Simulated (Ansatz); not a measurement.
**SiF4···H2: density, localisation and related maps**

The calculation's input:

```
crystal:
  periodic: [false, false, false]
  atoms:
    - {symbol: Si, position_ang: [-1.068712, 0.211988, 0.055851]}
    - {symbol: H, position_ang: [2.599729, -0.805704, -0.380321]}
    - {symbol: F, position_ang: [-0.415065, -0.908594, -0.813741]}
    - {symbol: F, position_ang: [-2.064150, -0.433405, 1.071736]}
    - {symbol: F, position_ang: [-1.840890, 1.204242, -0.870768]}
    - {symbol: H, position_ang: [2.748767, -0.255165, 0.100936]}
    - {symbol: F, position_ang: [0.040320, 0.986538, 0.836308]}
basis:
  gaussian: {orbitals: def2-TZVPP}
hamiltonian: {xc: pbe0, dispersion: d4}
output: {orbitals: {seedname: orbitals}}
```

Run with:

```sh
ansatz run in.yaml --threads 4 --pin off --events-out ev --progress --plain --max-ram 9574MiB
```

The product side of a reaction path; geometry: PBE0-D4/def2-TZVP.

Method: Ansatz, RKS PBE0-D4/def2-TZVPP.

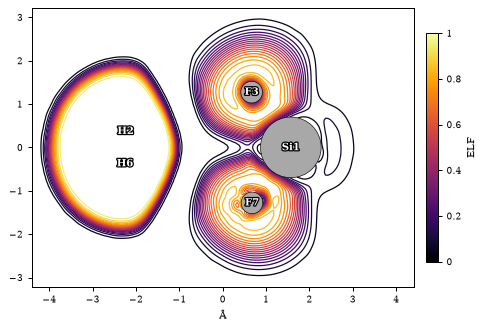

Figure 1. Electron localisation function on the plane of atoms F3, Si1 and F7. Grey discs cover the atomic cores.

### Interpret the plot.

- The plane passes through Si, H and F nuclei.
- Si–F (1.56 Å): the ELF peaks at about 0.85 in the valence shell of F, 0.6 Å from its nucleus, and is about 0.55 at the midpoint.
- H–H (0.75 Å): the ELF is about 1 at the midpoint.
- The ELF also peaks beside F7 and F3, away from the bonds: lone-pair regions.

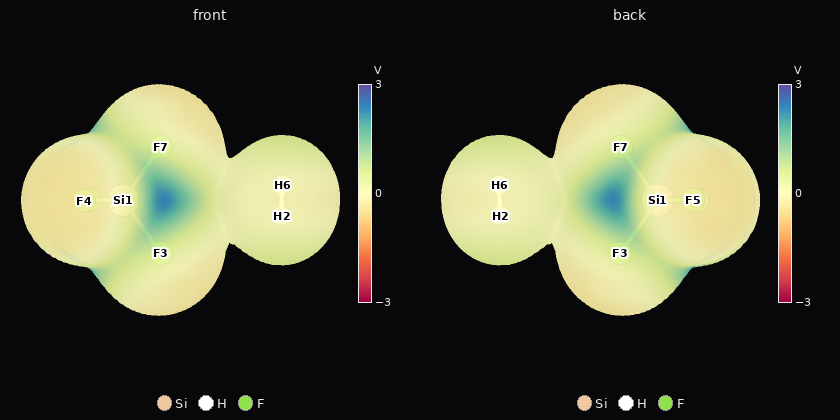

Figure 2. The electrostatic potential painted on the density surface at 0.002 e/bohr³, seen from the front and from behind; the colour scale runs from red (negative) to blue (positive).

### Which sites attract a positive test charge, and which a negative one?

A positive charge is drawn to the negative regions and a negative charge to the positive ones. The most negative region (about −0.3 V) lies over F3, F4, F5 and F7, the most positive (about +2.3 V) over Si1.

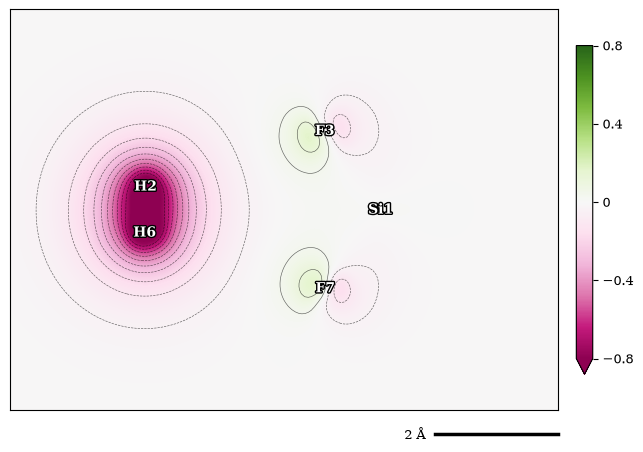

Figure 3. The HOMO on the plane of atoms F3, Si1 and F7 (values in Å⁻³ᐟ²; the overall sign is arbitrary).

### Describe this orbital and give its energy.

By Hirshfeld shares it lies mainly on H2 (about 50 %) and H6 (about 50 %). Its energy is −11.97 eV.

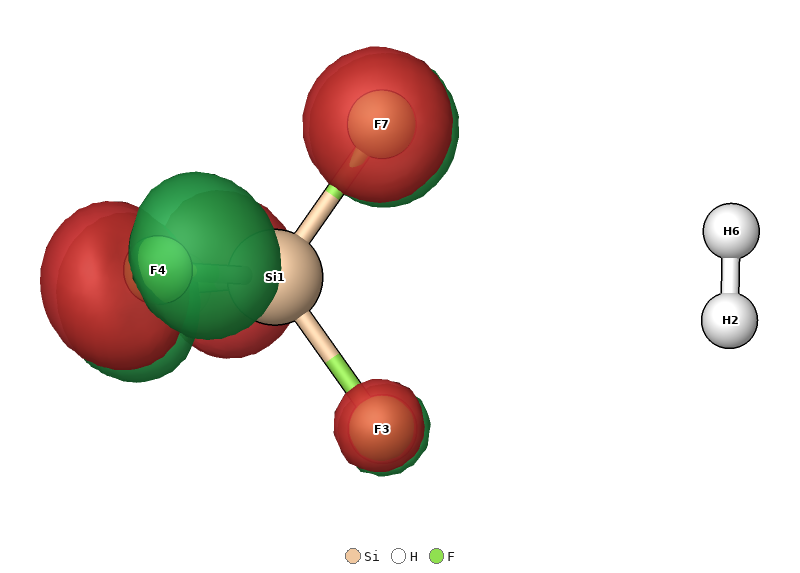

Figure 4. The HOMO−1 at ±0.15 Å⁻³ᐟ² (green and red are the two phases), seen at a tilt.

### Describe this orbital and give its energy.

Its weight (Hirshfeld) is mainly on F4 (about 35 %), F5 (about 35 %), F7 (about 15 %) and F3 (about 15 %); largely a combination of lone pairs on F4, F5, F7 and F3. Its energy is −12.76 eV.
